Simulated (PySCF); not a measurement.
# CH₈B₂Si: electronic excitations and core binding energies

Wanted: the electronic excitations and core binding energies of CH₈B₂Si (`BBC[SiH3]`), by calculation.

Computed with PySCF 2.14.0, with density-fitted response routines of our own, on a single molecule in the gas phase. Atoms count from 0, in the outputs and in this text.

### 1 The starting structure

12 atoms, charge 0, multiplicity 1; geometry from: GFN2-xTB.

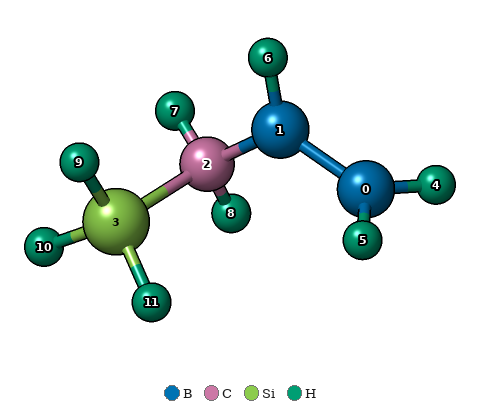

As it starts; boron blue, carbon pink, silicon green, hydrogen teal, atoms numbered; sticks join atoms by distance.

### 2 TDDFT and polarisability: CAM-B3LYP/def2-SVPD

The job: settings as JSON, then the geometry in Å.

```
{"job": {"kind": "uv", "xc": "CAM-B3LYP", "basis": "def2-SVPD", "nstates": 8, "ntriplets": 3}, "charge": 0, "multiplicity": 1}
B     -2.108998     0.319325    -0.358757
B     -0.947373    -0.236299     0.634512
C      0.369442    -0.905490     0.118205
Si     1.679754     0.464557    -0.124261
H     -3.055622    -0.306373    -0.662069
H     -2.069834     1.398002    -0.824537
H     -1.025925    -0.118889     1.806681
H      0.788083    -1.629382     0.818129
H      0.262077    -1.405633    -0.845049
H      1.892634     1.231246     1.106578
H      2.943883    -0.184129    -0.495037
H      1.273078     1.372380    -1.200422
```

Level: TDDFT CAM-B3LYP/def2-SVPD, vertical, gas phase, core orbitals frozen in the response.

Launch:

```sh
$ OMP_NUM_THREADS=1 python probes_run.py task.json out
```

This one command runs all jobs of the session in turn.

What it wrote:

```text
coarse grid: 9848 points
cycle   1  E = -381.7545031112  dE =  8.064e-03  |g| = 2.706e-01  |ddm| = 4.150e+00
cycle   2  E = -381.7665429380  dE = -1.204e-02  |g| = 2.037e-01  |ddm| = 7.908e-01
cycle   3  E = -381.7776218669  dE = -1.108e-02  |g| = 3.745e-02  |ddm| = 2.861e-01
cycle   4  E = -381.7780383292  dE = -4.165e-04  |g| = 9.513e-03  |ddm| = 8.944e-02
cycle   5  E = -381.7780696779  dE = -3.135e-05  |g| = 1.398e-03  |ddm| = 2.050e-02
cycle   6  E = -381.7780704701  dE = -7.922e-07  |g| = 3.135e-04  |ddm| = 4.375e-03
final grid: 88528 points
cycle   7  E = -381.8341816370  dE = -1.654e-05  |g| = 2.208e-03  |ddm| = 4.384e-02
cycle   8  E = -381.8341818507  dE = -2.137e-07  |g| = 2.131e-03  |ddm| = 6.567e-03
cycle   9  E = -381.8341830421  dE = -1.191e-06  |g| = 1.231e-04  |ddm| = 2.353e-03
cycle  10  E = -381.8341830481  dE = -5.994e-09  |g| = 4.737e-05  |ddm| = 3.553e-04
cycle  11  E = -381.8341830490  dE = -9.679e-10  |g| = 7.898e-06  |ddm| = 1.342e-04
converged SCF energy = -381.8341830490

Static polarisability (au): isotropic 68.942, principal 60.202 64.754 81.870

Singlet excitations
state   eV       nm        f      main configurations
  1   4.8698    254.6   0.00348   H->L 0.92
  2   5.4217    228.7   0.00224   H->L+1 0.94
  3   6.0728    204.2   0.00741   H-4->L 0.42, H-2->L 0.17, H-1->L 0.16
  4   6.3612    194.9   0.04002   H-1->L+1 0.71, H-5->L+1 0.08
  5   6.8090    182.1   0.05091   H-1->L 0.74, H-4->L 0.10
  6   7.4396    166.7   0.15054   H-2->L+1 0.62, H-2->L 0.11
  7   7.6301    162.5   0.02783   H-2->L 0.48, H-5->L 0.19, H-2->L+1 0.15
  8   7.9010    156.9   0.00450   H-3->L 0.43, H-3->L+1 0.25, H->L+2 0.15

Triplet excitations (Tamm-Dancoff, eV): 4.1332 4.7357 5.3746
```

It took 24 s on 1 thread of Arm Neoverse N1, shared host; peak memory 0.62 GiB.

The orbitals next to the gap, with their largest atomic shares:

| orbital | eV | atoms |
| --- | --- | --- |
| HOMO−3 | -11.11 | Si3 35 %, H11 30 %, H9 8 % |
| HOMO−2 | -10.90 | Si3 24 %, C2 21 %, H9 15 % |
| HOMO−1 | -10.32 | C2 32 %, B1 20 %, Si3 16 % |
| HOMO | -9.64 | B1 30 %, B0 30 %, C2 14 % |
| LUMO | -0.55 | B0 48 %, B1 18 %, H5 10 % |
| LUMO+1 | -0.04 | B1 40 %, B0 15 %, C2 13 % |
| LUMO+2 | 1.22 | B0 28 %, B1 25 %, Si3 18 % |

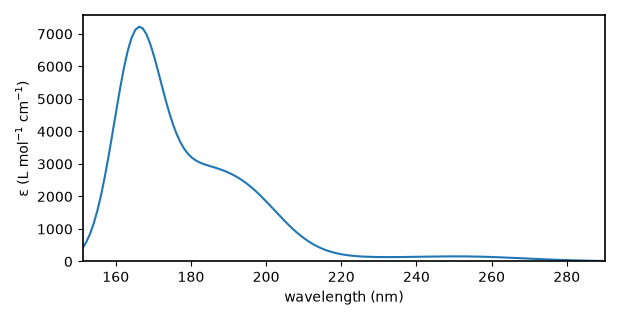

Absorption spectrum: each of the 8 states is a Gaussian band of 0.4 eV half-width at 1/e. Beyond the last state computed it falls off for lack of states.

Further results of this job:

| property | computed |
| --- | --- |
| dipole moment (D) | 0.69 |
| polarisability (Å³) | 10.22 |
| HOMO–LUMO gap (eV) | 9.08 |
| −ε(HOMO) (eV) | 9.64 |

### 3 Core holes by ΔSCF: SCAN, X2C

Same as in step 2 but for these lines:

```diff
@@ -1,2 +1,2 @@
-{"job": {"kind": "uv", "xc": "CAM-B3LYP", "basis": "def2-SVPD", "nstates": 8, "ntriplets": 3}, "charge": 0, "multiplicity": 1}
+{"job": {"kind": "xps"}, "charge": 0, "multiplicity": 1}
 B     -2.108998     0.319325    -0.358757
```

Level: delta-SCF UKS SCAN, pcX-2 on the ionised atom, pcseg-1 elsewhere, spin-free X2C.

What it wrote:

```text
ground state, core basis on atom 0 (B), 131 functions
  cycle   1  E = -382.50301321  |g| = 4.08e-01
  cycle   2  E = -382.46748558  |g| = 5.29e-01
  cycle   3  E = -382.55148761  |g| = 6.71e-02
  cycle   4  E = -382.55298116  |g| = 1.86e-02
  cycle   5  E = -382.55309104  |g| = 4.99e-03
  cycle   6  E = -382.55309757  |g| = 1.50e-03
  cycle   7  E = -382.55309754  |g| = 3.87e-04
  E(ground) = -382.58816770 Eh
hole in B 1s of atom 0
  cycle   1  E = -374.96011879  |g| = 1.14e+00
  cycle   2  E = -372.91380360  |g| = 1.82e+00
  cycle   3  E = -375.18049481  |g| = 4.56e-01
  cycle   4  E = -375.35386683  |g| = 1.51e-01
  cycle   5  E = -375.36220257  |g| = 1.09e-01
  cycle   6  E = -375.36845351  |g| = 5.12e-02
  cycle   7  E = -375.37012853  |g| = 1.31e-02
  cycle   8  E = -375.37022912  |g| = 1.82e-02
  cycle   9  E = -375.37047911  |g| = 7.90e-03
  cycle  10  E = -375.37054149  |g| = 2.11e-03
  cycle  11  E = -375.37054506  |g| = 1.04e-03
  cycle  12  E = -375.37054604  |g| = 4.74e-04
  E(ion) = -375.40518156 Eh   <S^2> = 0.9208   hole on atom = 1.000   binding energy = 195.459 eV
ground state, core basis on atom 1 (B), 131 functions
  cycle   1  E = -382.55360247  |g| = 4.76e-02
  cycle   2  E = -382.55356593  |g| = 2.36e-02
  cycle   3  E = -382.55367531  |g| = 1.38e-02
  cycle   4  E = -382.55373817  |g| = 1.35e-03
  cycle   5  E = -382.55373723  |g| = 3.09e-04
  E(ground) = -382.58895768 Eh
hole in B 1s of atom 1
  cycle   1  E = -374.96489065  |g| = 1.16e+00
  cycle   2  E = -372.89503647  |g| = 1.87e+00
  cycle   3  E = -375.20327199  |g| = 4.67e-01
  cycle   4  E = -375.37273132  |g| = 1.16e-01
  cycle   5  E = -375.38021345  |g| = 4.38e-02
  cycle   6  E = -375.38102756  |g| = 3.01e-02
  cycle   7  E = -375.38160240  |g| = 7.93e-03
  cycle   8  E = -375.38166292  |g| = 3.68e-03
  cycle   9  E = -375.38168180  |g| = 1.74e-03
  cycle  10  E = -375.38168904  |g| = 5.16e-04
  cycle  11  E = -375.38168911  |g| = 1.96e-04
  E(ion) = -375.41680366 Eh   <S^2> = 0.7964   hole on atom = 1.000   binding energy = 195.164 eV
ground state, core basis on atom 2 (C), 131 functions
  cycle   1  E = -382.56200131  |g| = 5.68e-02
  cycle   2  E = -382.56196743  |g| = 1.77e-02
  cycle   3  E = -382.56194021  |g| = 2.02e-02
  cycle   4  E = -382.56205762  |g| = 2.11e-03
  cycle   5  E = -382.56205712  |g| = 2.50e-04
  E(ground) = -382.59610415 Eh
hole in C 1s of atom 2
  cycle   1  E = -371.33044783  |g| = 1.51e+00
  cycle   2  E = -370.66537309  |g| = 1.80e+00
  cycle   3  E = -371.86468844  |g| = 3.21e-01
  cycle   4  E = -371.90702955  |g| = 7.07e-02
  cycle   5  E = -371.90918447  |g| = 1.96e-02
  cycle   6  E = -371.90939565  |g| = 6.99e-03
  cycle   7  E = -371.90943122  |g| = 1.90e-03
  cycle   8  E = -371.90943433  |g| = 7.15e-04
  cycle   9  E = -371.90943471  |g| = 2.57e-04
  E(ion) = -371.94194418 Eh   <S^2> = 0.7672   hole on atom = 1.000   binding energy = 289.914 eV
ground state, core basis on atom 3 (Si), 142 functions
  cycle   1  E = -382.65534641  |g| = 2.87e-01
  cycle   2  E = -382.65538531  |g| = 3.58e-02
  cycle   3  E = -382.65529331  |g| = 3.18e-02
  cycle   4  E = -382.65550009  |g| = 9.38e-03
  cycle   5  E = -382.65552431  |g| = 7.52e-04
  cycle   6  E = -382.65552556  |g| = 1.19e-04
  E(ground) = -382.64825427 Eh
hole in Si 1s of atom 3
  cycle   1  E = -313.73068757  |g| = 4.35e+00
  cycle   2  E = -313.97398478  |g| = 2.06e+00
  cycle   3  E = -314.55206303  |g| = 6.28e-01
  cycle   4  E = -314.75526340  |g| = 2.35e-01
  cycle   5  E = -314.78597323  |g| = 7.76e-02
  cycle   6  E = -314.78906454  |g| = 2.91e-02
  cycle   7  E = -314.78953065  |g| = 6.01e-03
  cycle   8  E = -314.78954966  |g| = 1.91e-03
  cycle   9  E = -314.78955180  |g| = 4.46e-04
  E(ion) = -314.79006774 Eh   <S^2> = 0.7524   hole on atom = 1.000   binding energy = 1846.515 eV
hole in Si 2p of atom 3
  cycle   1  E = -378.38869143  |g| = 1.23e+00
  cycle   2  E = -378.34173954  |g| = 1.02e+00
  cycle   3  E = -378.68768436  |g| = 1.95e-01
  cycle   4  E = -378.70811190  |g| = 8.48e-02
  cycle   5  E = -378.71174315  |g| = 3.44e-02
  cycle   6  E = -378.71245177  |g| = 5.33e-03
  cycle   7  E = -378.71246715  |g| = 1.70e-03
  cycle   8  E = -378.71246769  |g| = 3.77e-04
  E(ion) = -378.71664585 Eh   <S^2> = 0.7526   hole on atom = 1.002   binding energy = 106.985 eV
  2p3/2 = 106.773 eV   2p1/2 = 107.396 eV
```

It took 60 s on 1 thread of Arm Neoverse N1, shared host; peak memory 0.46 GiB.

The holes in one table. −ε is the ground-state orbital energy:

| hole | stands for | environment | ΔSCF (eV; 2p as the shell's mean) | −ε (eV) | ⟨S²⟩ |
| --- | --- | --- | --- | --- | --- |
| B1s on B0 | B0 | boron bonded to B, 2 H | 195.46 (doubtful) | 179.7 | 0.921 |
| B1s on B1 | B1 | boron bonded to C, B, H | 195.16 | 179.6 | 0.796 |
| C1s on C2 | C2 | sp3 CH2 bonded to B and Si | 289.91 | 273.3 | 0.767 |
| Si1s on Si3 | Si3 | silicon bonded to C, 3 H | 1846.52 | 1793.3 | 0.752 |
| Si2p on Si3 | Si3 | silicon bonded to C, 3 H | 106.98 | 96.2 | 0.753 |

Doubtful: the ion did not converge, its hole moved, or its ⟨S²⟩ is well above 0.75.

With the spin-orbit splitting: Si3 2p3/2 106.77, 2p1/2 107.40 eV. The table gives each 2p level as the mean over the whole 2p shell (two parts 2p3/2, one part 2p1/2), which differs a little from the single hole in the log.

### 4 Summary of results

```
                                                    quantity                        value
                        lowest singlet (CAM-B3LYP/def2-SVPD)  4.87 eV (255 nm), f = 0.003
                    brightest single state of those computed  state 6, 7.44 eV, f = 0.151
                                              lowest triplet                      4.13 eV
B1s binding energies, SCAN/pcX-2 (standing for 1 of 2 atoms)                 B1 195.16 eV
                            C1s binding energies, SCAN/pcX-2                 C2 289.91 eV
                           Si1s binding energies, SCAN/pcX-2               Si3 1846.52 eV
                           Si2p binding energies, SCAN/pcX-2                Si3 106.98 eV
```

**Reading.** The lowest singlet, at 4.87 eV, is HOMO→LUMO 0.92 and is weak; of the 8 states computed, the strongest absorption comes from state 6 at 7.44 eV. The lowest triplet lies 0.74 eV below the lowest singlet (triplets in Tamm-Dancoff, singlets in full TDDFT).
